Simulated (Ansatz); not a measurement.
# CH5FN2Si: ladder of methods at one geometry, by script

The task is a ladder of methods at one geometry, for CH5FN2Si.

Computed with Ansatz 0.2.0 through its Python package. The levels of theory stand in the script.

## 1. Starting point

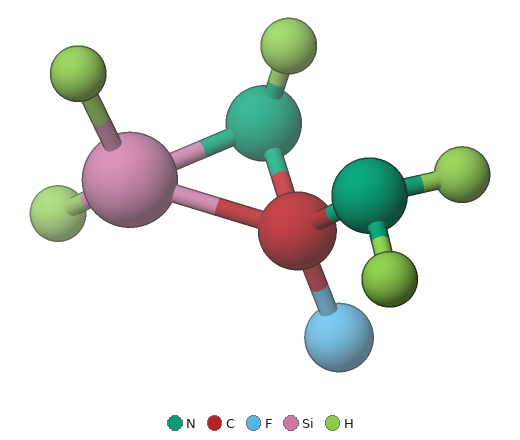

The starting structure, viewed from a chosen angle; nitrogen teal, carbon red, fluorine blue, silicon pink, hydrogen green.

The script holds or builds the structure itself.

## 2. Script

Input file run_methods.py:

```python
"""CH5FN2Si at several levels of theory."""

from pathlib import Path
import warnings

import ansatz
import numpy as np

GEOMETRY = """
N    -0.85690    1.03910    0.62180
C    -0.23090    0.32250   -0.41760
F    -0.58180    0.68390   -1.72670
N    -0.19910   -1.05310   -0.11590
Si    1.36280   -0.60930   -0.16180
H    -1.89880    0.87850    0.53370
H    -0.82500    2.07450    0.36910
H    -0.50650   -1.15130    0.85390
H     1.97700   -1.35820   -1.21060
H     1.84230   -0.87780    1.25710
"""


def main() -> None:
    warnings.simplefilter("ignore", ansatz.DeckWarning)

    ch5fn2si = ansatz.Crystal.molecule()
    for line in GEOMETRY.strip().splitlines():
        symbol, *xyz = line.split()
        ch5fn2si = ch5fn2si.atom(symbol, [float(v) for v in xyz])

    setup = ch5fn2si.calculation().basis(gaussian="def2-SVP")

    print("functional    E (Ha)        dipole (D)   HOMO (eV)  LUMO (eV)")
    for name in ["pbe", "cam_b3lyp", "pbe0", "hf"]:
        rep = setup.functional(name).forces().orbitals().run(threads=1, runs_dir="runs").report
        lines = Path(rep["orbitals_path"]).read_text().splitlines()
        field_of = lambda key: [line.split("=")[1].strip() for line in lines if line.startswith(key)]
        orbitals = [(27.211386 * float(e), s, float(n)) for e, s, n in zip(field_of("Ene="), field_of("Spin="), field_of("Occup="))]
        homo = max(e for e, _, n in orbitals if n > 0.5)
        lumo = min(e for e, _, n in orbitals if n < 0.5)
        dipole = 4.803205 * np.linalg.norm(rep["charge_distribution"]["dipole_moment_e_ang"])
        print(f"{name:10s} {rep['free_energy_ev'] / 27.211386246:14.6f} {dipole:9.3f} {homo:11.3f} {lumo:10.3f}")


if __name__ == "__main__":
    main()
```

## 3. The run

On the command line:

```
$ python run_methods.py
```

Output:

```text
functional    E (Ha)        dipole (D)   HOMO (eV)  LUMO (eV)
pbe           -539.172150     1.819      -5.383     -1.532
cam_b3lyp     -539.500677     1.904      -7.937      0.331
pbe0          -539.206897     1.892      -6.653     -0.748
hf            -537.665909     2.159      -9.581      2.432
```

Run time: 16 s. Hardware: 1 thread of Arm Neoverse V1, shared host; peak memory 0.29 GiB.

## 4. The engine's runs

One row for each of the 4 runs:

```
run  functional  energy (eV)  SCF cycles  CPU time (s)
  1         pbe  -14671.6216          21           3.5
  2   cam_b3lyp  -14680.5613          18           5.5
  3        pbe0  -14672.5671          18           4.8
  4          hf  -14630.6347          13           1.9
```

Totals under unlike functionals or potentials can't be compared directly.

The fields below are those of run 1.

## 5. Pictures from the orbitals

Orbitals, density, ELF and potential are computed afterwards from the orbital file.

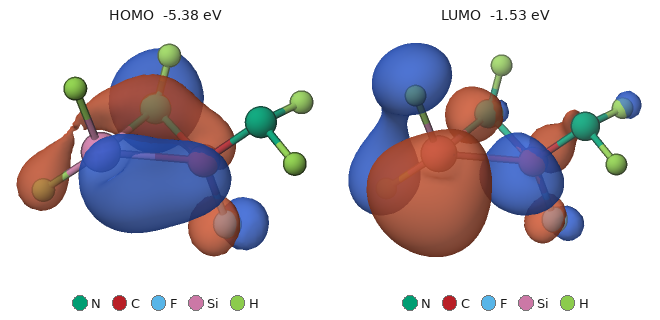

Frontier orbitals at PBE/def2-SVP; each surface holds 70 % of the orbital's density, blue and red mark the sign.

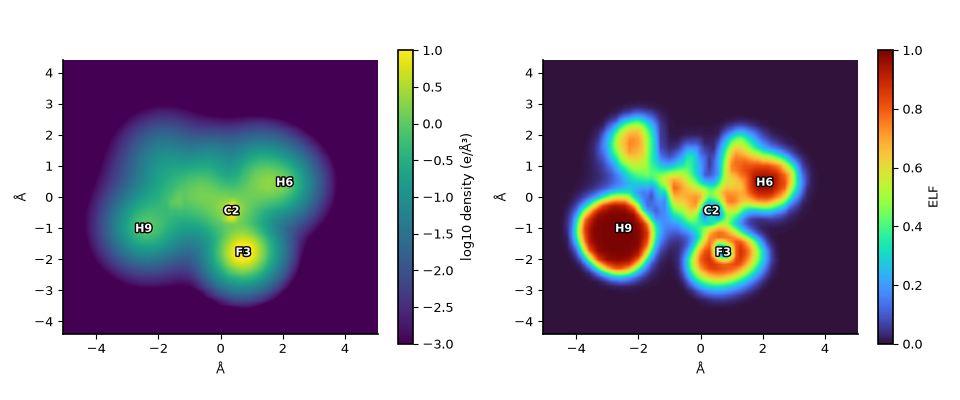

Density (left) and ELF (right) in a plane through or near 4 of the atoms.

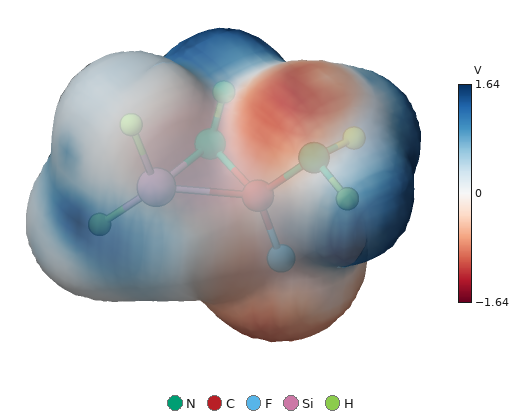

Electrostatic potential on the surface of density 0.002 e/bohr³; red is low, blue high. It runs from -1.48 V near N4 to 1.64 V near H7.

## 6. Summary of results

| quantity | value |
| --- | --- |
| runs compared | 4 |
| HOMO-LUMO gap of the mean field (PBE/def2-SVP) | 3.85 eV |

What this shows: All 4 runs converged (13 to 21 cycles). Caveats:
- The geometry is a force-field or estimated start, not a minimum of this method, and the basis set is short of its limit. A lower total doesn't mark the better method: functionals have no common bound, and MP2 and coupled cluster aren't variational.
- Levels such as HOMO and LUMO are orbital energies: with these approximate functionals they aren't the ionisation energy and electron affinity, and their gap isn't the fundamental gap.
